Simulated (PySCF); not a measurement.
C$_{2}$Cl$_{4}$, SMILES `ClC(Cl)=C(Cl)Cl`.

Level of theory: PBE0/def2-TZVP (PySCF), at a geometry from GFN2-xTB. No frequency check shows the geometry to be a minimum. GFN2-xTB bond lengths at metals and heavier atoms can be off by up to 0.1 Å and shapes distorted, which carries into these values.

Geometry (Å), atoms numbered from 1:

```
Cl1      1.5761   -1.4521    0.0000
C2       0.6693    0.0002    0.0000
Cl3      1.5763    1.4519    0.0000
C4      -0.6693   -0.0002    0.0000
Cl5     -1.5761    1.4521    0.0000
Cl6     -1.5763   -1.4519    0.0000
```

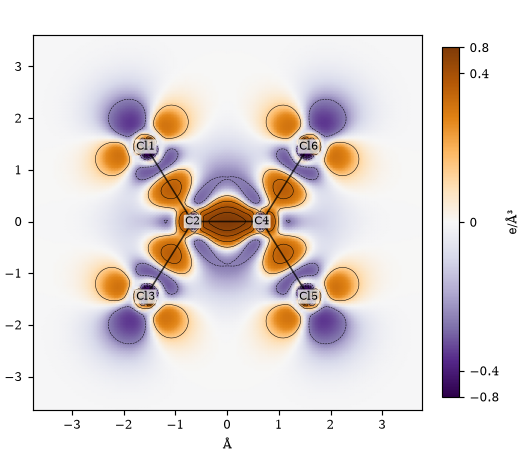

Deformation density (molecule less spherical, spin-averaged free atoms) in the molecular plane; colour scale in e/Å³, logarithmic beyond ±0.1; orange: gain, purple: loss.

How much density has each bond in this plane gained at its critical point, relative to the free atoms?

C2–C4: +0.77 e/Å³ at the bond critical point (bond length 1.34 Å, Mayer order 1.7). C2–Cl3, C4–Cl6, Cl1–C2 and C4–Cl5: +0.27 e/Å³ at the bond critical point (bond length 1.71 Å, Mayer order 1.2). In all, 1.4 electrons gather in the regions of gain relative to the promolecule.

Where do the Hirshfeld charges lie?

The highest Hirshfeld charge is on Cl1, Cl3, Cl5 and Cl6 (+0.01 e), the lowest on C2 and C4 (−0.01 e).
